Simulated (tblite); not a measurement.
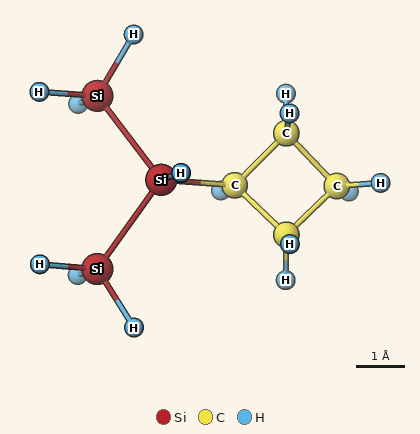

The input geometry (ball-and-stick view, seen on its broad side). Bond lengths as drawn: C–C 1.54 to 1.55 Å, C–H 1.08 to 1.11 Å, C–Si 1.91 Å, H–Si 1.47 to 1.49 Å and Si–Si 2.30 to 2.31 Å.

**Geometry relaxation of C4H14Si3 (part 1 of 2)**

System: C4H14Si3.
Method: GFN2-xTB geometry optimisation, gas phase (tblite 0.8.0).

It belongs to a series of runs on one base structure; here: H on Si replaced by cBu.

What the program printed:
```
step      E/eV     max force
  0    -566.92980    1.540
  1    -567.00644    0.653
  2    -567.06077    0.458
  3    -567.08465    0.354
  4    -567.09516    0.308
  5    -567.10288    0.219
  6    -567.11252    0.253
  7    -567.12438    0.344
  8    -567.13597    0.316
  9    -567.14478    0.179
 10    -567.14961    0.144
 11    -567.15235    0.096
 12    -567.15482    0.102
 13    -567.15685    0.083
 14    -567.15840    0.077
 15    -567.15967    0.088
 16    -567.16093    0.093
 17    -567.16229    0.071
 18    -567.16357    0.077
 19    -567.16466    0.065
 20    -567.16567    0.073
 21    -567.16688    0.091
 22    -567.16860    0.096
 23    -567.17091    0.120
 24    -567.17348    0.134
 25    -567.17603    0.118
 26    -567.17872    0.158
 27    -567.18161    0.163
 28    -567.18462    0.146
 29    -567.18767    0.130
 30    -567.19067    0.111
 31    -567.19344    0.120
 32    -567.19567    0.103
 33    -567.19737    0.083
 34    -567.19887    0.084
 35    -567.20046    0.107
 36    -567.20212    0.127
 37    -567.20347    0.088
 38    -567.20437    0.060
 39    -567.20501    0.055
 40    -567.20550    0.055
 41    -567.20579    0.044
 42    -567.20594    0.029
 43    -567.20605    0.026
 44    -567.20619    0.024
 45    -567.20627    0.020
 46    -567.20633    0.012
 47    -567.20636    0.011
 48    -567.20639    0.014
 49    -567.20643    0.017
 50    -567.20649    0.018
 51    -567.20655    0.016
 52    -567.20659    0.016
 53    -567.20663    0.014
 54    -567.20668    0.015
 55    -567.20673    0.016
 56    -567.20676    0.012
 57    -567.20678    0.011
 58    -567.20680    0.010
 59    -567.20682    0.011
 60    -567.20685    0.011
 61    -567.20688    0.011
 62    -567.20690    0.011
 63    -567.20692    0.011
 64    -567.20694    0.014
 65    -567.20697    0.015
 66    -567.20701    0.017
 67    -567.20706    0.015
 68    -567.20711    0.018
 69    -567.20718    0.022
 70    -567.20725    0.020
 71    -567.20736    0.027
 72    -567.20748    0.028
 73    -567.20758    0.024
 74    -567.20764    0.017
 75    -567.20767    0.010
```

Trajectory as extended XYZ (Å, eV, eV/Å), 23 of the 76 frames kept, from step=0 to step=75:
```
21
Properties=species:S:1:pos:R:3:forces:R:3 step=0 energy=-566.92980
Si    2.2303    1.8237    0.1120   -0.1610   0.6010   0.1090
Si    0.9057    0.1139   -0.6725    0.3750  -0.1140   0.0620
Si    2.2352   -1.7662   -0.4729   -0.3900  -0.4610  -0.1270
C    -0.6475   -0.0642    0.4207    0.1120   0.0490  -0.9940
C    -1.7212   -1.0700   -0.0680   -0.2300  -0.0240   0.9480
C    -2.7819   -0.0805    0.4605    0.2390   0.2150  -0.6120
C    -1.7220    1.0345    0.2654   -0.4050  -0.0850   1.4830
H     1.4756    3.1125    0.0623    0.4190  -0.2820   0.0930
H     3.4555    1.9565   -0.7111   -0.2440   0.0430   0.2820
H     2.6101    1.5725    1.5281   -0.0040   0.1610  -0.3920
H     0.5145    0.3404   -2.0854   -0.1580  -0.0230   0.1590
H     1.4730   -2.9640   -0.9363    0.4260   0.2230   0.1860
H     3.4497   -1.6207   -1.2900   -0.1010  -0.1260   0.1440
H     2.6228   -1.9737    0.9389    0.0110  -0.0610  -0.2930
H    -0.3772   -0.2350    1.4809   -0.3030   0.0920  -0.5320
H    -1.7772   -1.2030   -1.1504    0.1600   0.2020   0.1800
H    -1.7166   -2.0491    0.4054    0.0490  -0.1250  -0.0130
H    -3.0518   -0.2576    1.5104    0.2360   0.1110  -0.3450
H    -3.6876    0.0201   -0.1277   -0.1920  -0.0260  -0.0540
H    -1.7726    1.5091   -0.7114    0.1070  -0.2270   0.0000
H    -1.7256    1.8176    1.0406    0.0550  -0.1410  -0.2840
21
Properties=species:S:1:pos:R:3:forces:R:3 step=3 energy=-567.08465
Si    2.2216    1.8514    0.1164   -0.0270  -0.1400  -0.0580
Si    0.9318    0.1103   -0.6721    0.0490   0.0600  -0.0240
Si    2.2179   -1.7875   -0.4793    0.0810   0.1050   0.0050
C    -0.6463   -0.0602    0.3814   -0.0730   0.0220   0.0350
C    -1.7301   -1.0719   -0.0403    0.0440  -0.0420  -0.1670
C    -2.7823   -0.0729    0.4426   -0.1130  -0.0690   0.0530
C    -1.7354    1.0299    0.3037    0.1250   0.0510  -0.2750
H     1.4991    3.1061    0.0690    0.0130   0.3480   0.0590
H     3.4399    1.9610   -0.6919   -0.0230   0.0880   0.0990
H     2.6110    1.5846    1.5044    0.0540   0.1110  -0.0280
H     0.5037    0.3385   -2.0731   -0.0830  -0.0160   0.1000
H     1.4966   -2.9612   -0.9275    0.0170  -0.3500  -0.0480
H     3.4405   -1.6310   -1.2789   -0.0680  -0.1200   0.0760
H     2.6235   -1.9793    0.9188    0.0200  -0.0930  -0.0940
H    -0.3940   -0.2288    1.4381    0.0260   0.0130  -0.1950
H    -1.7669   -1.1900   -1.1262    0.0310   0.0140   0.0840
H    -1.7139   -2.0606    0.4108    0.0100  -0.0150   0.1140
H    -3.0382   -0.2500    1.4855   -0.0430   0.0210   0.0440
H    -3.6984    0.0194   -0.1337   -0.0530   0.0150  -0.0980
H    -1.7663    1.4873   -0.6904   -0.0050  -0.0630   0.1220
H    -1.7225    1.8219    1.0423    0.0160   0.0610   0.1970
21
Properties=species:S:1:pos:R:3:forces:R:3 step=7 energy=-567.12438
Si    2.2032    1.8624    0.1106   -0.0220   0.3350   0.0740
Si    0.9375    0.1143   -0.6737   -0.0690  -0.0770   0.0200
Si    2.2079   -1.7982   -0.4875   -0.1470  -0.2670  -0.0580
C    -0.6512   -0.0572    0.3619    0.0300  -0.0210   0.0450
C    -1.7306   -1.0766   -0.0420   -0.0620   0.0590   0.0710
C    -2.7917   -0.0752    0.4386    0.0810   0.0680  -0.0310
C    -1.7335    1.0333    0.3024   -0.1290  -0.0360   0.1200
H     1.5206    3.1638    0.0851    0.1190  -0.0420   0.0340
H     3.4357    1.9832   -0.6685    0.0130   0.0620  -0.0130
H     2.6232    1.6130    1.4936   -0.0130   0.0600   0.0010
H     0.4802    0.3359   -2.0546   -0.0700   0.0230  -0.1190
H     1.5200   -3.0205   -0.9283    0.1260   0.0330   0.0490
H     3.4340   -1.6603   -1.2667    0.0730  -0.0540  -0.0690
H     2.6298   -2.0035    0.8989    0.0000  -0.0660   0.0280
H    -0.3881   -0.2268    1.4038    0.0890  -0.0330   0.2000
H    -1.7598   -1.1907   -1.1217   -0.0570  -0.1230  -0.0920
H    -1.7097   -2.0593    0.4322    0.0130   0.1020  -0.0380
H    -3.0466   -0.2435    1.4856   -0.0680  -0.0010  -0.0790
H    -3.7061    0.0209   -0.1518    0.1250  -0.0140   0.0630
H    -1.7671    1.4842   -0.6843   -0.0450   0.1560  -0.0680
H    -1.7166    1.8177    1.0659    0.0120  -0.1640  -0.1370
21
Properties=species:S:1:pos:R:3:forces:R:3 step=10 energy=-567.14961
Si    2.1880    1.8999    0.1120    0.0750  -0.0070   0.0110
Si    0.9342    0.1121   -0.6742    0.1040   0.0160  -0.0290
Si    2.1909   -1.8306   -0.4993    0.0830  -0.0030   0.0120
C    -0.6528   -0.0571    0.3596    0.0400  -0.0020   0.0710
C    -1.7345   -1.0746   -0.0436    0.0350   0.0030   0.0020
C    -2.7930   -0.0725    0.4353    0.0040  -0.0080  -0.0340
C    -1.7392    1.0329    0.3014    0.0670  -0.0200  -0.0490
H     1.5478    3.2161    0.1026    0.0110   0.0100   0.0080
H     3.4346    2.0108   -0.6525   -0.0470   0.0510  -0.0410
H     2.6314    1.6444    1.4883   -0.0710   0.0460   0.0080
H     0.4529    0.3363   -2.0533   -0.0030   0.0090  -0.0520
H     1.5497   -3.0746   -0.9263    0.0050  -0.0210  -0.0030
H     3.4348   -1.6922   -1.2649   -0.0540  -0.0350  -0.0410
H     2.6339   -2.0325    0.8863   -0.0640  -0.0370  -0.0140
H    -0.3714   -0.2294    1.4019   -0.0540   0.0040   0.0640
H    -1.7626   -1.2079   -1.1276   -0.0550  -0.0570   0.1200
H    -1.7055   -2.0459    0.4463   -0.0230  -0.0230  -0.0370
H    -3.0642   -0.2392    1.4797   -0.0070  -0.0090  -0.1060
H    -3.6985    0.0213   -0.1613   -0.0010   0.0100  -0.0110
H    -1.7743    1.5019   -0.6849   -0.0180   0.0270   0.1380
H    -1.7114    1.7978    1.0740   -0.0290   0.0460  -0.0170
21
Properties=species:S:1:pos:R:3:forces:R:3 step=14 energy=-567.15840
Si    2.1912    1.9112    0.1126   -0.0300   0.0030  -0.0190
Si    0.9457    0.1135   -0.6786   -0.0460  -0.0080   0.0200
Si    2.1938   -1.8418   -0.5027   -0.0430   0.0010  -0.0200
C    -0.6443   -0.0583    0.3658   -0.0110  -0.0010  -0.0270
C    -1.7292   -1.0752   -0.0388    0.0000  -0.0310   0.0220
C    -2.7899   -0.0717    0.4270    0.0140   0.0050   0.0050
C    -1.7322    1.0312    0.3036   -0.0190   0.0290   0.0570
H     1.5586    3.2333    0.1092   -0.0030  -0.0250  -0.0080
H     3.4297    2.0302   -0.6578    0.0180   0.0410  -0.0500
H     2.6217    1.6626    1.4918   -0.0330   0.0210   0.0340
H     0.4462    0.3376   -2.0584    0.0460  -0.0060   0.0470
H     1.5605   -3.0940   -0.9261   -0.0040   0.0260  -0.0030
H     3.4295   -1.7091   -1.2750    0.0230  -0.0220  -0.0560
H     2.6241   -2.0494    0.8831   -0.0260  -0.0250   0.0260
H    -0.3754   -0.2293    1.4131   -0.0090   0.0090  -0.0160
H    -1.7710   -1.2234   -1.1160    0.0430  -0.0040  -0.0460
H    -1.7082   -2.0476    0.4475   -0.0030  -0.0320   0.0550
H    -3.0723   -0.2402    1.4644   -0.0170  -0.0080   0.0340
H    -3.6957    0.0238   -0.1699    0.0460   0.0110  -0.0610
H    -1.7773    1.5151   -0.6700    0.0550   0.0130  -0.0440
H    -1.7146    1.7983    1.0748    0.0000   0.0050   0.0500
21
Properties=species:S:1:pos:R:3:forces:R:3 step=17 energy=-567.16229
Si    2.1904    1.9148    0.1097    0.0350   0.0390   0.0160
Si    0.9467    0.1135   -0.6771    0.0010  -0.0240   0.0650
Si    2.1921   -1.8453   -0.5069    0.0190  -0.0280  -0.0020
C    -0.6425   -0.0589    0.3668   -0.0530   0.0060   0.0370
C    -1.7260   -1.0802   -0.0350   -0.0380   0.0250  -0.0170
C    -2.7875   -0.0715    0.4240   -0.0110   0.0020   0.0100
C    -1.7295    1.0343    0.3094   -0.0250  -0.0210  -0.0370
H     1.5627    3.2400    0.1112   -0.0200  -0.0340  -0.0220
H     3.4284    2.0474   -0.6681   -0.0430   0.0100   0.0130
H     2.6104    1.6761    1.4981   -0.0240   0.0130  -0.0460
H     0.4504    0.3373   -2.0537    0.0200   0.0030  -0.0110
H     1.5641   -3.1016   -0.9273   -0.0230   0.0360  -0.0120
H     3.4280   -1.7221   -1.2885   -0.0350  -0.0130   0.0060
H     2.6137   -2.0623    0.8840   -0.0200   0.0020  -0.0380
H    -0.3793   -0.2276    1.4153    0.0350  -0.0070  -0.0040
H    -1.7681   -1.2323   -1.1139    0.0550  -0.0080   0.0260
H    -1.7102   -2.0530    0.4569    0.0140   0.0650   0.0130
H    -3.0794   -0.2418    1.4603   -0.0140   0.0120  -0.0310
H    -3.6869    0.0270   -0.1849    0.0710  -0.0020  -0.0070
H    -1.7697    1.5227   -0.6653    0.0400  -0.0170   0.0380
H    -1.7165    1.8004    1.0845    0.0160  -0.0600   0.0020
21
Properties=species:S:1:pos:R:3:forces:R:3 step=20 energy=-567.16567
Si    2.1925    1.9209    0.1082   -0.0370  -0.0300  -0.0150
Si    0.9472    0.1108   -0.6674    0.0350   0.0160  -0.0070
Si    2.1920   -1.8504   -0.5109   -0.0100   0.0180   0.0000
C    -0.6454   -0.0592    0.3718    0.0600  -0.0110   0.0180
C    -1.7265   -1.0816   -0.0318    0.0430   0.0220   0.0140
C    -2.7862   -0.0707    0.4212   -0.0120   0.0020  -0.0380
C    -1.7295    1.0346    0.3131    0.0440  -0.0230   0.0080
H     1.5614    3.2407    0.1088   -0.0580   0.0260  -0.0300
H     3.4225    2.0640   -0.6770   -0.0080  -0.0070   0.0200
H     2.5971    1.6894    1.4993    0.0260   0.0000  -0.0090
H     0.4587    0.3372   -2.0494    0.0190  -0.0040   0.0280
H     1.5622   -3.1024   -0.9308   -0.0570  -0.0120  -0.0340
H     3.4226   -1.7349   -1.3009   -0.0200   0.0000   0.0230
H     2.6016   -2.0735    0.8809    0.0170   0.0020  -0.0170
H    -0.3785   -0.2272    1.4183    0.0220  -0.0180   0.0350
H    -1.7576   -1.2412   -1.1097    0.0210  -0.0010   0.0260
H    -1.7103   -2.0497    0.4677    0.0050   0.0350   0.0110
H    -3.0882   -0.2418    1.4537   -0.0270   0.0160  -0.0240
H    -3.6713    0.0298   -0.2012   -0.0650   0.0040  -0.0330
H    -1.7571    1.5280   -0.6582   -0.0040  -0.0030   0.0140
H    -1.7163    1.7940    1.0937    0.0070  -0.0300   0.0080
21
Properties=species:S:1:pos:R:3:forces:R:3 step=24 energy=-567.17348
Si    2.1816    1.9344    0.1010   -0.0420   0.0950   0.0260
Si    0.9610    0.1081   -0.6463   -0.0320  -0.0110  -0.0480
Si    2.1821   -1.8634   -0.5221   -0.0780  -0.0660  -0.0120
C    -0.6320   -0.0633    0.3922   -0.0050   0.0060   0.0030
C    -1.7132   -1.0787   -0.0189    0.0100  -0.0780   0.0210
C    -2.7863   -0.0668    0.3990    0.0610   0.0110  -0.0240
C    -1.7152    1.0283    0.3253   -0.0100   0.0630   0.0470
H     1.5349    3.2495    0.0898   -0.0570  -0.0170  -0.0300
H     3.4040    2.1011   -0.6882    0.0250  -0.0290   0.0200
H     2.5769    1.7229    1.4963    0.0620   0.0010   0.0140
H     0.4852    0.3357   -2.0288   -0.0320   0.0040  -0.0260
H     1.5349   -3.1060   -0.9528   -0.0510   0.0290  -0.0150
H     3.4036   -1.7664   -1.3212    0.0490   0.0190   0.0050
H     2.5814   -2.1010    0.8665    0.0610  -0.0200   0.0360
H    -0.3655   -0.2341    1.4389    0.0070  -0.0030   0.0200
H    -1.7207   -1.2628   -1.0910    0.0060   0.0010  -0.0470
H    -1.7079   -2.0309    0.5019   -0.0080  -0.1260   0.0440
H    -3.1221   -0.2340    1.4230   -0.0220   0.0070  -0.0690
H    -3.6538    0.0379   -0.2523    0.0470   0.0010   0.0180
H    -1.7257    1.5395   -0.6349    0.0160   0.0320  -0.0320
H    -1.7121    1.7670    1.1218   -0.0070   0.0820   0.0470
21
Properties=species:S:1:pos:R:3:forces:R:3 step=27 energy=-567.18161
Si    2.1648    1.9568    0.0981    0.0650  -0.0180   0.0290
Si    0.9706    0.1054   -0.6337   -0.0270   0.0040   0.0360
Si    2.1639   -1.8824   -0.5326    0.0940   0.0050   0.0360
C    -0.6187   -0.0670    0.4138   -0.0750  -0.0030   0.0130
C    -1.6972   -1.0864   -0.0043   -0.0350  -0.0010  -0.0100
C    -2.7778   -0.0624    0.3742    0.0220  -0.0230   0.0490
C    -1.7003    1.0303    0.3413   -0.0060  -0.0090  -0.0410
H     1.4948    3.2566    0.0649   -0.0640   0.0220  -0.0100
H     3.3899    2.1277   -0.6924   -0.0280  -0.0220   0.0470
H     2.5711    1.7526    1.4943    0.0320   0.0380  -0.0280
H     0.5043    0.3349   -2.0145   -0.0860   0.0120  -0.0880
H     1.4952   -3.1049   -0.9781   -0.0590  -0.0130  -0.0100
H     3.3911   -1.7907   -1.3350   -0.0450   0.0030   0.0550
H     2.5745   -2.1281    0.8565    0.0220  -0.0330  -0.0510
H    -0.3511   -0.2416    1.4618   -0.0100   0.0300  -0.0530
H    -1.6844   -1.2823   -1.0774    0.0100  -0.0380   0.0700
H    -1.7067   -2.0307    0.5386   -0.0140  -0.0090  -0.0640
H    -3.1571   -0.2249    1.3831    0.0190  -0.0160  -0.0090
H    -3.6323    0.0457   -0.2975    0.1620   0.0060  -0.0160
H    -1.6941    1.5542   -0.6156    0.0460   0.0230   0.0840
H    -1.7093    1.7543    1.1542   -0.0230   0.0410  -0.0410
21
Properties=species:S:1:pos:R:3:forces:R:3 step=31 energy=-567.19344
Si    2.1438    1.9930    0.0967   -0.0910  -0.0460  -0.0290
Si    0.9808    0.1019   -0.6090    0.0030   0.0100  -0.0800
Si    2.1448   -1.9150   -0.5460   -0.1060   0.0550  -0.0120
C    -0.6049   -0.0742    0.4484    0.0820   0.0070  -0.0270
C    -1.6757   -1.0983    0.0242    0.0310   0.0370   0.0060
C    -2.7582   -0.0579    0.3414   -0.0150   0.0150  -0.0110
C    -1.6765    1.0305    0.3695    0.0130  -0.0210   0.0210
H     1.4194    3.2698    0.0238    0.0230  -0.0800   0.0240
H     3.3614    2.1772   -0.6954    0.0200   0.0010   0.0040
H     2.5634    1.8208    1.4901    0.0220   0.0580   0.0220
H     0.5169    0.3350   -2.0026   -0.0600  -0.0180   0.0840
H     1.4215   -3.1038   -1.0194    0.0240   0.0720   0.0480
H     3.3622   -1.8378   -1.3546    0.0300  -0.0010  -0.0050
H     2.5634   -2.1911    0.8305    0.0260  -0.0670   0.0090
H    -0.3321   -0.2460    1.4924    0.0120   0.0090   0.0300
H    -1.6219   -1.3303   -1.0384   -0.0330  -0.0160  -0.0110
H    -1.7096   -2.0313    0.5867   -0.0090   0.0410  -0.0150
H    -3.2136   -0.2156    1.3171    0.0280  -0.0120   0.0440
H    -3.5549    0.0620   -0.3900    0.0200   0.0040  -0.0700
H    -1.6273    1.5896   -0.5637   -0.0110   0.0000  -0.0110
H    -1.7115    1.7385    1.1980   -0.0090  -0.0460  -0.0220
21
Properties=species:S:1:pos:R:3:forces:R:3 step=34 energy=-567.19887
Si    2.1273    2.0003    0.0938    0.0520  -0.0060   0.0170
Si    0.9851    0.1019   -0.6062   -0.0090  -0.0120   0.0220
Si    2.1290   -1.9203   -0.5511    0.0410   0.0090   0.0170
C    -0.5919   -0.0763    0.4611   -0.0200   0.0080   0.0240
C    -1.6636   -1.0982    0.0356    0.0130  -0.0320  -0.0210
C    -2.7508   -0.0551    0.3272    0.0480   0.0040  -0.0390
C    -1.6643    1.0272    0.3810    0.0100   0.0370  -0.0100
H     1.3870    3.2648    0.0089    0.0040  -0.0490   0.0200
H     3.3494    2.1963   -0.6930   -0.0210  -0.0050   0.0020
H     2.5640    1.8587    1.4881   -0.0220   0.0390  -0.0160
H     0.5100    0.3330   -1.9898   -0.0840  -0.0030  -0.0080
H     1.3900   -3.0936   -1.0309   -0.0010   0.0360   0.0290
H     3.3504   -1.8572   -1.3597   -0.0150   0.0070   0.0020
H     2.5628   -2.2273    0.8168   -0.0130  -0.0340  -0.0200
H    -0.3215   -0.2458    1.5065    0.0380  -0.0030   0.0070
H    -1.5990   -1.3527   -1.0206   -0.0260   0.0280  -0.0570
H    -1.7120   -2.0248    0.6038    0.0100  -0.0070   0.0650
H    -3.2325   -0.2130    1.2931    0.0250   0.0160  -0.0760
H    -3.5153    0.0694   -0.4383   -0.0110  -0.0070   0.0290
H    -1.5995    1.6037   -0.5402   -0.0290  -0.0160  -0.0550
H    -1.7137    1.7260    1.2134    0.0110  -0.0110   0.0680
21
Properties=species:S:1:pos:R:3:forces:R:3 step=38 energy=-567.20437
Si    2.1189    2.0058    0.0931    0.0100   0.0000   0.0000
Si    0.9879    0.1003   -0.5980   -0.0020   0.0060   0.0020
Si    2.1202   -1.9245   -0.5533    0.0220  -0.0150   0.0030
C    -0.5791   -0.0783    0.4801   -0.0100  -0.0080  -0.0210
C    -1.6465   -1.1035    0.0457   -0.0180   0.0190   0.0010
C    -2.7334   -0.0510    0.3018   -0.0190  -0.0020  -0.0040
C    -1.6477    1.0296    0.3934   -0.0130  -0.0230  -0.0120
H     1.3477    3.2469   -0.0053   -0.0170   0.0150   0.0040
H     3.3334    2.2179   -0.6945    0.0310   0.0000  -0.0370
H     2.5584    1.9101    1.4866   -0.0070  -0.0040   0.0400
H     0.4854    0.3298   -1.9754   -0.0430  -0.0080   0.0250
H     1.3503   -3.0719   -1.0390   -0.0190  -0.0120  -0.0040
H     3.3349   -1.8770   -1.3684    0.0200   0.0150  -0.0250
H     2.5578   -2.2765    0.7998   -0.0040  -0.0050   0.0290
H    -0.3025   -0.2466    1.5251   -0.0030  -0.0080  -0.0330
H    -1.5756   -1.3731   -1.0088    0.0380   0.0070   0.0460
H    -1.7121   -2.0175    0.6358    0.0190   0.0320  -0.0180
H    -3.2497   -0.2067    1.2484   -0.0030   0.0120  -0.0300
H    -3.4717    0.0770   -0.4886   -0.0030  -0.0020   0.0260
H    -1.5716    1.6172   -0.5220    0.0080  -0.0020   0.0420
H    -1.7137    1.7089    1.2431    0.0150  -0.0160  -0.0340
```
